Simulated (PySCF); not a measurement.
# C3H7FSi: NMR shifts at several levels of theory, part 2 of 2

PySCF 2.14.0. Atoms count from 0. The steps go on from the part before.

## Step 8: Shielding tensors: OPBE/pcSseg-2

The job: settings as JSON, then the geometry in Å.

```
{"job": {"kind": "nmr", "xc": "OPBE", "basis": "pcSseg-2", "pop": false}, "charge": 0, "multiplicity": 1}
C      1.298991    -0.985800     0.369118
C      1.014337     0.464099     0.219339
F      2.107205     1.200252     0.456459
C     -0.135410     1.066469    -0.101538
Si    -1.740514     0.189071    -0.454359
H      2.116878    -1.279917    -0.307394
H      1.634632    -1.199046     1.396564
H      0.417633    -1.601669     0.149610
H     -0.103380     2.160718    -0.144750
H     -2.751489     1.194409    -0.896220
H     -2.270302    -0.516386     0.755877
H     -1.584070    -0.838615    -1.531926
```

With the program's defaults for keys left out, this is: GIAO OPBE/pcSseg-2 NMR shielding, non-relativistic, gas phase.

The program printed:

```text
coarse grid: 10312 points
cycle   1  E = -507.7176717420  dE =  2.563e-01  |g| = 6.150e-01  |ddm| = 2.413e+00
cycle   2  E = -507.5809981206  dE =  1.367e-01  |g| = 9.887e-01  |ddm| = 1.320e+00
cycle   3  E = -507.7843685483  dE = -2.034e-01  |g| = 2.143e-01  |ddm| = 9.120e-01
cycle   4  E = -507.7960736053  dE = -1.171e-02  |g| = 6.988e-02  |ddm| = 2.117e-01
cycle   5  E = -507.7971065272  dE = -1.033e-03  |g| = 2.887e-02  |ddm| = 7.162e-02
cycle   6  E = -507.7972608240  dE = -1.543e-04  |g| = 6.092e-03  |ddm| = 1.954e-02
cycle   7  E = -507.7972696714  dE = -8.847e-06  |g| = 1.098e-03  |ddm| = 6.880e-03
final grid: 94760 points
cycle   8  E = -507.7951073933  dE = -2.513e-04  |g| = 1.575e-02  |ddm| = 8.270e-02
cycle   9  E = -507.7950252832  dE =  8.211e-05  |g| = 2.446e-02  |ddm| = 3.527e-02
cycle  10  E = -507.7951403335  dE = -1.151e-04  |g| = 6.179e-03  |ddm| = 2.574e-02
cycle  11  E = -507.7951487476  dE = -8.414e-06  |g| = 2.107e-03  |ddm| = 5.444e-03
cycle  12  E = -507.7951498780  dE = -1.130e-06  |g| = 4.057e-04  |ddm| = 1.714e-03
cycle  13  E = -507.7951499129  dE = -3.489e-08  |g| = 1.312e-04  |ddm| = 2.968e-04
cycle  14  E = -507.7951499161  dE = -3.158e-09  |g| = 3.602e-05  |ddm| = 8.798e-05
cycle  15  E = -507.7951499164  dE = -2.908e-10  |g| = 6.526e-06  |ddm| = 2.485e-05
converged SCF energy = -507.7951499164

GIAO shielding tensors (ppm)
atom      isotropic    diamagn.    paramagn.     s11        s22        s33       span
  0 C      164.138     247.406     -83.268    152.933    155.193    184.288     31.355
  1 C        7.565     250.578    -243.013   -102.744     60.647     64.792    167.536
  2 F      204.780     468.298    -263.518     76.892    220.126    317.322    240.430
  3 C       97.745     258.732    -160.988     10.914    118.772    163.547    152.633
  4 Si     432.971     880.264    -447.293    412.945    415.305    470.663     57.718
  5 H       29.333      28.514       0.818     26.209     26.993     34.796      8.587
  6 H       29.304      28.600       0.704     26.262     26.905     34.746      8.485
  7 H       29.150      32.654      -3.503     24.661     29.891     32.898      8.237
  8 H       26.447      30.704      -4.257     24.091     26.027     29.223      5.132
  9 H       27.116      28.809      -1.693     24.182     25.372     31.795      7.613
 10 H       26.911      29.960      -3.049     24.002     25.413     31.318      7.316
 11 H       26.922      30.152      -3.231     24.024     25.691     31.050      7.026
```

Run time: 46 s. Hardware: 1 thread of Intel Xeon Platinum 8488C, shared host; peak memory 0.88 GiB.

This run: δ C1 176.8, C3 86.7, C0 20.3, F2 -49.6, H8 4.75, H9 4.22 ppm (means over like atoms).

## Step 9: Nuclear shieldings: KT2/pcSseg-2

The job, as its differences from that of step 8:

```diff
@@ -1,2 +1,2 @@
-{"job": {"kind": "nmr", "xc": "OPBE", "basis": "pcSseg-2", "pop": false}, "charge": 0, "multiplicity": 1}
+{"job": {"kind": "nmr", "xc": "KT2", "basis": "pcSseg-2", "pop": false}, "charge": 0, "multiplicity": 1}
 C      1.298991    -0.985800     0.369118
```

Level: GIAO KT2/pcSseg-2 NMR shielding, non-relativistic, gas phase.

The program printed:

```text
coarse grid: 10312 points
cycle   1  E = -513.7257995574  dE =  2.981e-01  |g| = 6.976e-01  |ddm| = 2.458e+00
cycle   2  E = -513.5601034136  dE =  1.657e-01  |g| = 1.156e+00  |ddm| = 1.349e+00
cycle   3  E = -513.8121675261  dE = -2.521e-01  |g| = 1.735e-01  |ddm| = 9.816e-01
cycle   4  E = -513.8186496840  dE = -6.482e-03  |g| = 6.521e-02  |ddm| = 1.722e-01
cycle   5  E = -513.8196231138  dE = -9.734e-04  |g| = 3.240e-02  |ddm| = 7.365e-02
cycle   6  E = -513.8198512543  dE = -2.281e-04  |g| = 6.398e-03  |ddm| = 2.444e-02
cycle   7  E = -513.8198618634  dE = -1.061e-05  |g| = 1.544e-03  |ddm| = 8.340e-03
cycle   8  E = -513.8198623888  dE = -5.254e-07  |g| = 5.644e-04  |ddm| = 1.932e-03
final grid: 94760 points
cycle   9  E = -513.8405332757  dE = -3.009e-04  |g| = 2.379e-02  |ddm| = 1.758e-01
cycle  10  E = -513.8402990059  dE =  2.343e-04  |g| = 4.364e-02  |ddm| = 3.420e-02
cycle  11  E = -513.8406087179  dE = -3.097e-04  |g| = 5.048e-03  |ddm| = 2.516e-02
cycle  12  E = -513.8406113727  dE = -2.655e-06  |g| = 2.621e-03  |ddm| = 5.132e-03
cycle  13  E = -513.8406132844  dE = -1.912e-06  |g| = 4.601e-04  |ddm| = 2.184e-03
cycle  14  E = -513.8406133337  dE = -4.928e-08  |g| = 1.432e-04  |ddm| = 5.000e-04
cycle  15  E = -513.8406133390  dE = -5.268e-09  |g| = 4.023e-05  |ddm| = 1.815e-04
cycle  16  E = -513.8406133394  dE = -4.688e-10  |g| = 4.168e-06  |ddm| = 4.307e-05
converged SCF energy = -513.8406133394

GIAO shielding tensors (ppm)
atom      isotropic    diamagn.    paramagn.     s11        s22        s33       span
  0 C      162.883     243.869     -80.985    150.616    154.524    183.509     32.893
  1 C        7.275     250.231    -242.957   -100.728     60.462     62.090    162.818
  2 F      206.126     468.068    -261.942     82.681    234.664    301.031    218.350
  3 C       99.371     258.983    -159.612     16.167    122.033    159.912    143.746
  4 Si     435.082     881.312    -446.230    414.367    416.876    474.003     59.636
  5 H       29.253      28.794       0.459     26.151     26.936     34.671      8.521
  6 H       29.221      28.864       0.356     26.181     26.860     34.621      8.439
  7 H       29.146      32.503      -3.357     24.725     29.874     32.839      8.113
  8 H       26.638      30.645      -4.006     24.184     26.332     29.398      5.213
  9 H       27.069      28.296      -1.227     24.169     25.245     31.793      7.624
 10 H       26.862      29.093      -2.231     23.866     25.346     31.375      7.509
 11 H       26.872      29.296      -2.424     23.924     25.602     31.090      7.166
```

It took 48 s on 1 thread of Intel Xeon Platinum 8488C, shared host; peak memory 0.89 GiB.

This run: δ C1 175.0, C3 82.9, C0 19.4, F2 -69.8, H8 4.54, H9 4.24 ppm (means over like atoms).

## Step 10: NMR shieldings: KT3/pcSseg-2

The job, as its differences from that of step 9:

```diff
@@ -1,2 +1,2 @@
-{"job": {"kind": "nmr", "xc": "KT2", "basis": "pcSseg-2", "pop": false}, "charge": 0, "multiplicity": 1}
+{"job": {"kind": "nmr", "xc": "KT3", "basis": "pcSseg-2", "pop": false}, "charge": 0, "multiplicity": 1}
 C      1.298991    -0.985800     0.369118
```

Method: GIAO KT3/pcSseg-2 NMR shielding, non-relativistic, gas phase.

The program printed:

```text
coarse grid: 10312 points
cycle   1  E = -513.2421650922  dE =  2.810e-01  |g| = 7.052e-01  |ddm| = 2.410e+00
cycle   2  E = -513.0757327933  dE =  1.664e-01  |g| = 1.158e+00  |ddm| = 1.591e+00
cycle   3  E = -513.3315193712  dE = -2.558e-01  |g| = 1.743e-01  |ddm| = 1.181e+00
cycle   4  E = -513.3380146433  dE = -6.495e-03  |g| = 6.904e-02  |ddm| = 1.728e-01
cycle   5  E = -513.3391055975  dE = -1.091e-03  |g| = 3.345e-02  |ddm| = 7.961e-02
cycle   6  E = -513.3393505222  dE = -2.449e-04  |g| = 6.428e-03  |ddm| = 2.526e-02
cycle   7  E = -513.3393611333  dE = -1.061e-05  |g| = 1.484e-03  |ddm| = 8.188e-03
cycle   8  E = -513.3393616186  dE = -4.854e-07  |g| = 5.959e-04  |ddm| = 1.960e-03
final grid: 94760 points
cycle   9  E = -513.3551441077  dE = -2.883e-04  |g| = 2.236e-02  |ddm| = 1.466e-01
cycle  10  E = -513.3549634869  dE =  1.806e-04  |g| = 3.919e-02  |ddm| = 3.539e-02
cycle  11  E = -513.3551973850  dE = -2.339e-04  |g| = 5.880e-03  |ddm| = 2.746e-02
cycle  12  E = -513.3552020954  dE = -4.710e-06  |g| = 3.061e-03  |ddm| = 5.789e-03
cycle  13  E = -513.3552046102  dE = -2.515e-06  |g| = 3.585e-04  |ddm| = 2.249e-03
cycle  14  E = -513.3552046393  dE = -2.910e-08  |g| = 1.284e-04  |ddm| = 4.200e-04
cycle  15  E = -513.3552046438  dE = -4.553e-09  |g| = 2.685e-05  |ddm| = 1.196e-04
cycle  16  E = -513.3552046440  dE = -1.986e-10  |g| = 4.785e-06  |ddm| = 2.854e-05
converged SCF energy = -513.3552046440

GIAO shielding tensors (ppm)
atom      isotropic    diamagn.    paramagn.     s11        s22        s33       span
  0 C      161.776     244.393     -82.617    150.150    153.419    181.759     31.609
  1 C        8.101     250.460    -242.359    -99.296     60.483     63.115    162.411
  2 F      211.122     469.192    -258.070     88.205    239.392    305.770    217.564
  3 C       98.389     258.343    -159.954     15.439    119.918    159.810    144.371
  4 Si     437.426     880.698    -443.272    418.186    419.815    474.277     56.091
  5 H       29.436      28.808       0.628     26.384     27.165     34.759      8.376
  6 H       29.408      28.902       0.506     26.417     27.091     34.715      8.298
  7 H       29.325      32.930      -3.605     24.978     30.030     32.967      7.989
  8 H       26.788      30.721      -3.934     24.437     26.408     29.518      5.080
  9 H       27.402      28.656      -1.254     24.528     25.646     32.032      7.504
 10 H       27.184      29.773      -2.589     24.281     25.703     31.569      7.288
 11 H       27.196      29.989      -2.793     24.319     25.968     31.300      6.981
```

Wall time 47 s (1 thread of Intel Xeon Platinum 8488C, shared host); peak memory 0.89 GiB.

In short: δ C1 173.2, C3 82.9, C0 19.5, F2 -64.2, H8 4.57, H9 4.09 ppm (means over like atoms).

## Step 11: NMR shieldings: B97-D/pcSseg-2

The job, as its differences from that of step 10:

```diff
@@ -1,2 +1,2 @@
-{"job": {"kind": "nmr", "xc": "KT3", "basis": "pcSseg-2", "pop": false}, "charge": 0, "multiplicity": 1}
+{"job": {"kind": "nmr", "xc": "B97-D", "basis": "pcSseg-2", "pop": false}, "charge": 0, "multiplicity": 1}
 C      1.298991    -0.985800     0.369118
```

Level: GIAO B97-D/pcSseg-2 NMR shielding, non-relativistic, gas phase.

The program printed:

```text
coarse grid: 10312 points
cycle   1  E = -507.7123351611  dE =  2.583e-01  |g| = 6.751e-01  |ddm| = 2.407e+00
cycle   2  E = -507.5522395566  dE =  1.601e-01  |g| = 1.103e+00  |ddm| = 1.307e+00
cycle   3  E = -507.7926318106  dE = -2.404e-01  |g| = 2.023e-01  |ddm| = 9.386e-01
cycle   4  E = -507.8023666528  dE = -9.735e-03  |g| = 7.653e-02  |ddm| = 2.030e-01
cycle   5  E = -507.8036752697  dE = -1.309e-03  |g| = 3.289e-02  |ddm| = 7.562e-02
cycle   6  E = -507.8038811579  dE = -2.059e-04  |g| = 6.397e-03  |ddm| = 2.236e-02
cycle   7  E = -507.8038916195  dE = -1.046e-05  |g| = 1.167e-03  |ddm| = 7.863e-03
cycle   8  E = -507.8038919136  dE = -2.940e-07  |g| = 5.234e-04  |ddm| = 1.758e-03
final grid: 94760 points
cycle   9  E = -507.8004777266  dE = -1.065e-04  |g| = 1.722e-02  |ddm| = 7.365e-02
cycle  10  E = -507.8003272108  dE =  1.505e-04  |g| = 3.452e-02  |ddm| = 2.750e-02
cycle  11  E = -507.8005170926  dE = -1.899e-04  |g| = 3.386e-03  |ddm| = 2.115e-02
cycle  12  E = -507.8005186821  dE = -1.589e-06  |g| = 2.174e-03  |ddm| = 3.664e-03
cycle  13  E = -507.8005199093  dE = -1.227e-06  |g| = 9.981e-05  |ddm| = 1.448e-03
cycle  14  E = -507.8005199112  dE = -1.960e-09  |g| = 3.914e-05  |ddm| = 1.439e-04
cycle  15  E = -507.8005199117  dE = -4.585e-10  |g| = 6.150e-06  |ddm| = 5.705e-05
converged SCF energy = -507.8005199117

GIAO shielding tensors (ppm)
atom      isotropic    diamagn.    paramagn.     s11        s22        s33       span
  0 C      158.866     244.526     -85.660    147.018    150.402    179.178     32.161
  1 C        0.103     248.918    -248.816   -112.408     54.385     58.331    170.739
  2 F      212.184     469.353    -257.169     90.705    231.324    314.524    223.820
  3 C       91.779     257.773    -165.994      5.358    112.301    157.679    152.321
  4 Si     418.568     879.367    -460.799    398.585    400.540    456.580     57.995
  5 H       29.457      29.028       0.428     26.481     27.261     34.629      8.149
  6 H       29.429      29.078       0.351     26.527     27.177     34.583      8.056
  7 H       29.367      32.110      -2.743     25.109     30.116     32.877      7.768
  8 H       26.768      31.284      -4.516     24.597     26.294     29.413      4.816
  9 H       27.383      28.803      -1.420     24.533     25.645     31.971      7.438
 10 H       27.170      29.513      -2.342     24.308     25.721     31.482      7.174
 11 H       27.183      29.691      -2.507     24.346     25.989     31.215      6.869
```

Wall time 41 s (1 thread of Intel Xeon Platinum 8488C, shared host); peak memory 0.89 GiB.

In short: δ C1 178.9, C3 87.2, C0 20.2, F2 -58.0, H8 4.63, H9 4.15 ppm (means over like atoms).

## Step 12: NMR shieldings: B3LYP/pcSseg-2

The job, as its differences from that of step 11:

```diff
@@ -1,2 +1,2 @@
-{"job": {"kind": "nmr", "xc": "B97-D", "basis": "pcSseg-2", "pop": false}, "charge": 0, "multiplicity": 1}
+{"job": {"kind": "nmr", "xc": "B3LYP", "basis": "pcSseg-2", "pop": false}, "charge": 0, "multiplicity": 1}
 C      1.298991    -0.985800     0.369118
```

Method: GIAO B3LYP/pcSseg-2 NMR shielding, non-relativistic, gas phase.

The program printed:

```text
coarse grid: 10312 points
cycle   1  E = -507.9054114270  dE =  3.074e-01  |g| = 5.954e-01  |ddm| = 2.357e+00
cycle   2  E = -507.8406144735  dE =  6.480e-02  |g| = 8.323e-01  |ddm| = 8.606e-01
cycle   3  E = -507.9695605831  dE = -1.289e-01  |g| = 1.186e-01  |ddm| = 5.553e-01
cycle   4  E = -507.9726394608  dE = -3.079e-03  |g| = 4.477e-02  |ddm| = 1.161e-01
cycle   5  E = -507.9730995442  dE = -4.601e-04  |g| = 1.493e-02  |ddm| = 3.752e-02
cycle   6  E = -507.9731343537  dE = -3.481e-05  |g| = 4.783e-03  |ddm| = 1.084e-02
cycle   7  E = -507.9731393096  dE = -4.956e-06  |g| = 3.447e-04  |ddm| = 3.602e-03
final grid: 94760 points
cycle   8  E = -507.9792221373  dE = -5.822e-05  |g| = 5.230e-03  |ddm| = 3.377e-02
cycle   9  E = -507.9792166713  dE =  5.466e-06  |g| = 7.512e-03  |ddm| = 7.045e-03
cycle  10  E = -507.9792277688  dE = -1.110e-05  |g| = 9.401e-04  |ddm| = 4.149e-03
cycle  11  E = -507.9792278908  dE = -1.220e-07  |g| = 2.780e-04  |ddm| = 7.736e-04
cycle  12  E = -507.9792279043  dE = -1.348e-08  |g| = 1.042e-04  |ddm| = 2.405e-04
cycle  13  E = -507.9792279065  dE = -2.226e-09  |g| = 4.055e-05  |ddm| = 9.500e-05
cycle  14  E = -507.9792279069  dE = -4.001e-10  |g| = 3.660e-06  |ddm| = 2.726e-05
converged SCF energy = -507.9792279069

GIAO shielding tensors (ppm)
atom      isotropic    diamagn.    paramagn.     s11        s22        s33       span
  0 C      159.368     241.200     -81.832    147.113    151.152    179.840     32.727
  1 C       -6.720     247.832    -254.552   -132.048     52.549     59.340    191.388
  2 F      224.102     469.441    -245.339    104.010    250.722    317.574    213.564
  3 C       86.656     256.755    -170.098     -7.672    109.344    158.297    165.970
  4 Si     407.986     877.881    -469.896    388.141    389.895    445.922     57.780
  5 H       29.457      29.096       0.361     26.390     27.202     34.778      8.388
  6 H       29.429      29.128       0.301     26.444     27.110     34.733      8.289
  7 H       29.389      31.523      -2.134     25.081     30.028     33.060      7.979
  8 H       26.675      31.318      -4.643     24.489     26.080     29.456      4.967
  9 H       27.374      28.586      -1.213     24.462     25.578     32.080      7.618
 10 H       27.181      29.095      -1.914     24.274     25.723     31.547      7.273
 11 H       27.189      29.260      -2.071     24.298     25.993     31.276      6.977
```

It took 33 s on 1 thread of Intel Xeon Platinum 8488C, shared host; peak memory 1.2 GiB.

This run: δ C1 185.9, C3 92.5, C0 19.8, F2 -54.4, H8 4.71, H9 4.14 ppm (means over like atoms).

## Step 13: Side by side: NMR shifts

Shifts (ppm) of some atoms, chosen among heavy atoms and hydrogens apart, means over like atoms, with basis size and wall time:

```tsv
run	C1	C3	C0	H8	H9	F2	Si4	functions	time
HF/pcSseg-2	182.7	91.3	18.7	4.70	3.98	-40.7	-70.4	285	18 s
LDA/pcSseg-2	188.5	93.8	19.6	4.81	4.43	-57.9	-92.7	285	34 s
PBE/pcSseg-2	183.8	89.9	20.0	4.72	4.28	-56.2	-86.0	285	44 s
BLYP/pcSseg-2	185.0	90.5	19.9	4.66	4.21	-60.3	-87.7	285	44 s
BP86/pcSseg-2	183.4	89.9	20.3	4.69	4.27	-57.9	-85.4	285	42 s
OPBE/pcSseg-2	176.8	86.7	20.3	4.75	4.22	-49.6	-77.4	285	46 s
KT2/pcSseg-2	175.0	82.9	19.4	4.54	4.24	-69.8	-84.1	285	48 s
KT3/pcSseg-2	173.2	82.9	19.5	4.57	4.09	-64.2	-79.2	285	47 s
B97-D/pcSseg-2	178.9	87.2	20.2	4.63	4.15	-58.0	-82.0	285	41 s
B3LYP/pcSseg-2	185.9	92.5	19.8	4.71	4.14	-54.4	-83.4	285	33 s
```

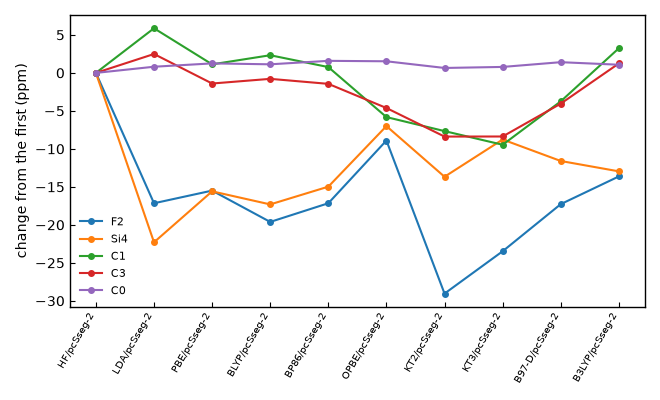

How five of the tabulated atoms move from run to run.

## Step 14: Summary of results

What follows sums up all 2 parts.

| quantity | value |
| --- | --- |
| point group | C1 |
| rotational constants (main isotopes) | 8.33, 2.09, 1.73 GHz |
| ¹³C shifts against TMS (HF/pcSseg-2) | 182.7, 91.3, 18.7 ppm |
| ¹H shifts against TMS (HF/pcSseg-2, means over atoms taken as alike) | 4.70, 3.98, 1.95 ppm |
| ¹⁹F shifts against CFCl3 (HF/pcSseg-2) | -40.7 ppm |
| ²⁹Si shifts against TMS (HF/pcSseg-2) | -70.4 ppm |
| range of the shift of F2 | -69.8 to -40.7 ppm |

What this shows: Single values in the summary come from the first sound run of each kind (HF/pcSseg-2), which need not be the best level. The start of the PBE0/def2-SVP relaxation was shaken at random by about 0.01 Å, so part of the energy gained, and of the first lengths quoted, undoes that. Over 9 steps the energy fell by 0.207 eV; of the close pairs, C3–Si4 changed most, 1.912 to 1.863 Å. H8 (hydrogen on an alkene CH) lies farthest downfield among hydrogen, at 4.70 ppm; a vinylic proton, deshielded by the sp2 carbon and the C=C anisotropy. At HF/pcSseg-2: The widest tensor belongs to C1: span 222 ppm, with a paramagnetic part of -241 ppm. Across the 10 runs the shift of F2 moves most, between -69.8 (KT2/pcSseg-2) and -40.7 ppm (HF/pcSseg-2).
